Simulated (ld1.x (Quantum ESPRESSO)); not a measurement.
Input of ld1.x (Quantum ESPRESSO) 7.5:

```
 &input
   title='Cl', zed=17., rel=0, dft='PBE', iswitch=3,
   config='[Ne] 3s2 3p5',
   nld=2, rlderiv=1.15, eminld=-4.0, emaxld=5.0, deld=0.02
 /
 &inputp
   pseudotype=2, tm=.false., rho0=0.001, lloc=1,
   nlcc=.false.,
   file_pseudopw='Cl.UPF', file_wfcaegen='ae.wfc', file_wfcncgen='nc.wfc', file_beta='beta', file_chi='chi'
 /
2
3S  1  0   2.00   0.00  1.05  1.05  0.0
3P  2  1   5.00   0.00  1.00  1.00  0.0
 &test
   configts(1)='3s2 3p5'
 /
```

Run as:
```bash
ld1.x < Cl.in > Cl.out
```

Functional and relativity: PBE, non-relativistic.

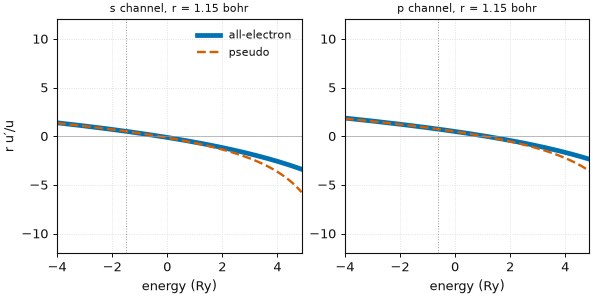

Logarithmic derivatives r u′/u at the test radius against energy, all-electron atom (solid) and pseudo-atom (dashed). Here u = r R(r). The dotted line marks the reference energy of the channel.

> List the energies at which the logarithmic derivative diverges.

s: all-electron at no energy in the range, pseudo at no energy in the range; p: all-electron at no energy in the range, pseudo at no energy in the range.

> Is there a sign of a ghost state?

The plot shows none: pseudo and all-electron curves have the same branches in all channels drawn. The separate test gives: no ghost state below the valence levels in the s, p, d, f channels.

> At which energies does the logarithmic derivative pass through zero?

s: all-electron -0.3 Ry, pseudo -0.3 Ry; p: all-electron 1.1 Ry, pseudo 1.0 Ry.
